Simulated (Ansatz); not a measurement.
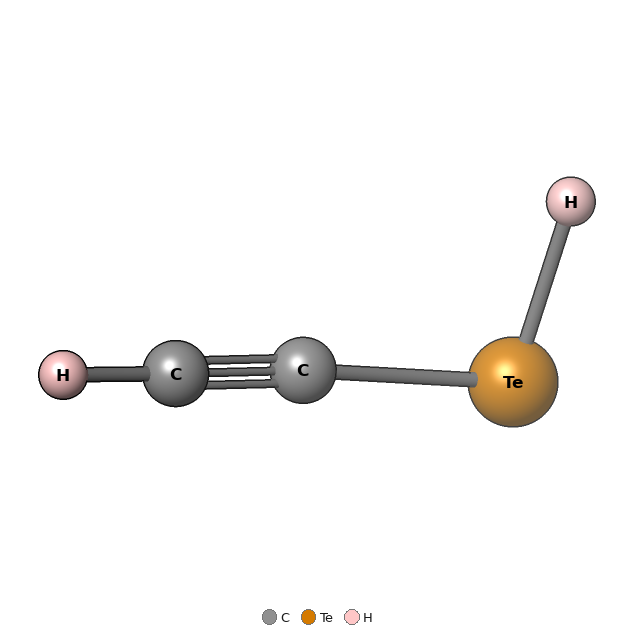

Orthographic view. Depth is shown by fading: the farther an atom, the more it takes the colour of the background. Computed geometry: PBE0-D4/def2-TZVP optimisation.

### Give the standard InChI.

InChI=1S/C2H2Te/c1-2-3/h1,3H
